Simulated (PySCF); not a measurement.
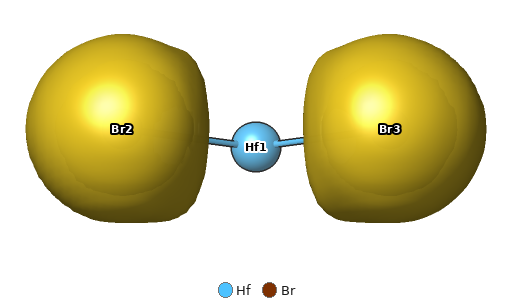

Figure 1: Br₂Hf (charge +2). Isosurface of the ELF at 0.75 (yellow), seen from one side. Only the valence region is drawn (cores and ρ < 0.01 e/Å³ removed).

Core potentials replace the inner electrons of Hf.

Method: RKS PBE0, Hf def2-SVP with ECP60, Br def2-SVP; non-relativistic Hamiltonian with scalar-relativistic core potentials where named; density fitting (PySCF).

```yaml
atoms:
  - { symbol: Hf, position_ang: [0.0000, 0.0000, -0.7679] }
  - { symbol: Br, position_ang: [1.8380, 0.0000, 0.6907] }
  - { symbol: Br, position_ang: [-1.8380, 0.0000, 0.6907] }
```

Where are the electrons localised?

The surface consists of two regions wrapped around Br (the valence shell of each).

Values along the shortest contacts:
Hf–Br (2.35 Å): the ELF peaks at about 0.70 in the valence shell of Br, 1.0 Å from its nucleus, and is about 0.45 at the midpoint.
